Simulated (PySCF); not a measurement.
**BrF (charge −1, doublet): density, localisation and related maps**

```tsv
atom	x (Å)	y (Å)	z (Å)
Br	0.0000	0.0000	-0.4496
F	0.0000	0.0000	1.8674
```

Computed with PBE0/aug-pcseg-1, non-relativistic, at a bond length of 2.317 Å (PySCF 2.14.0).

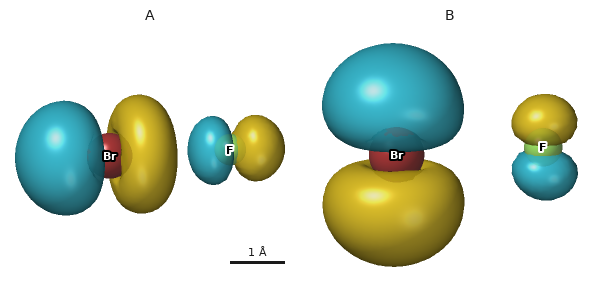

Figure 1. Two frontier α-spin orbitals, each drawn at the value that holds 80 % of its norm (yellow and cyan are the two phases), in no order; of a degenerate pair one member is drawn.

Label each orbital by symmetry, say whether it is occupied, and order them by energy.

Answer. Orbital B: π, occupied in this spin, −2.38 eV; mainly on Br (90 %).
Orbital A: σ, occupied in this spin, −1.83 eV; mainly on Br (75 %).

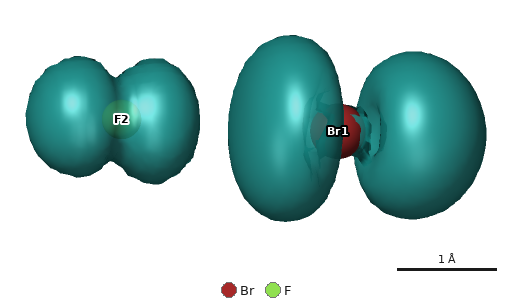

Figure 2. Isosurface of the spin density (α minus β) at +0.04 e/Å³ (teal), seen from one side.

Describe the spin distribution.

Answer. The unpaired spin (1 electron) lies mostly on Br1 (about 0.6) and F2 (about 0.4), in electrons by Hirshfeld's partition.

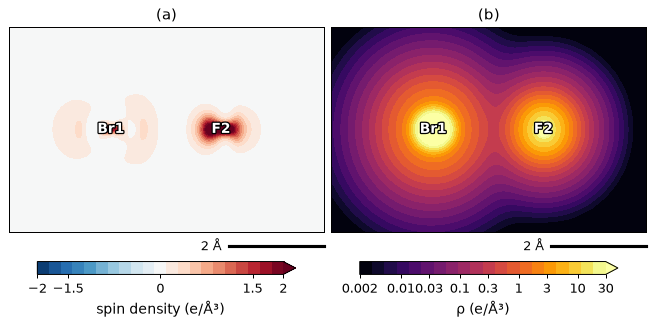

Figure 3. (a) spin density (α minus β); (b) total electron density on a plane that holds the molecular axis.

What does the map show?

Answer.
- The section cuts through Br and F sites.
- Br–F (2.32 Å): the density is about 0.38 e/Å³ at the midpoint.
